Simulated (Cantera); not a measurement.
Charge: 1 mol CuF2, 3.7 mol H2, 51 mol N2, equilibrated at 1.00 Torr.

These are equilibrium values from Cantera (NASA tables, ideal gas, pure condensed phases), not measurements of a reactor. Candidate condensed phases: Cu, CuF2; 25 gas species. Equilibrium is a limit: real reactors are often held back by kinetics, nucleation or transport.

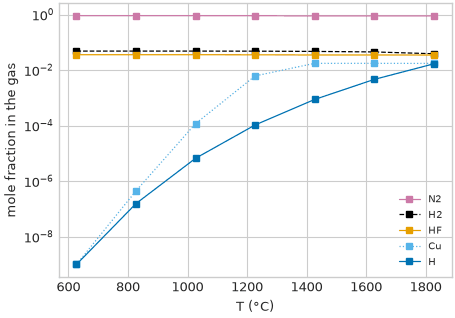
Fig. 1. Equilibrium gas composition (values under 1e-9 drawn at 1e-9)

From 627 °C to 1027 °C the condensed part is Cu(s). At 1227 °C the condensed part is Cu(l). From 1427 °C to 1827 °C nothing is condensed.
